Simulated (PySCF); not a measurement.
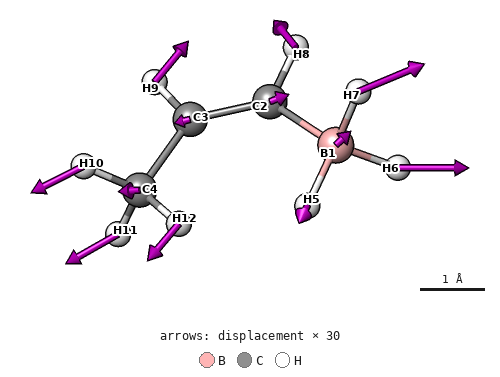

A relaxation of C$_{3}$H$_{8}$B (charge −1). The starting structure is drawn; purple arrows show the displacements, magnified 30 times. The two geometries are superimposed by the best rigid fit.

Style: ball-and-stick. Shown from a free direction.

The start comes from GFN2-xTB.

Computed with PBE0-D3(BJ)/def2-SVP geometry optimisation, gas phase in PySCF 2.14.0, density-fitted response routines. 

Q: Atoms of which element are displaced furthest, and by how much?

A: Hydrogen: up to 0.041 Å, against 0.013 Å for carbon.

Q: What did the optimiser do to the structure, and how much energy did it gain?

A: The atom that moves furthest after the best rigid fit is H7 (0.041 Å). Largest moves by element: H 0.041 Å, C 0.013 Å, B 0.012 Å. Near-neighbour distances that change, for instance: B1–H5 1.224 → 1.248 Å, B1–H6 1.229 → 1.253 Å, C2–C3 1.328 → 1.349 Å, C4–H12 1.085 → 1.100 Å. Among the angles between lasting bonds that change: C2–C3–H9 121.9° → 119.8°. After 3 geometry steps the energy has fallen by 0.048 eV. The largest force component goes from 1.1 to 0.012 eV/Å.

Limits of the set-up: the basis has no diffuse functions, which an anion needs.
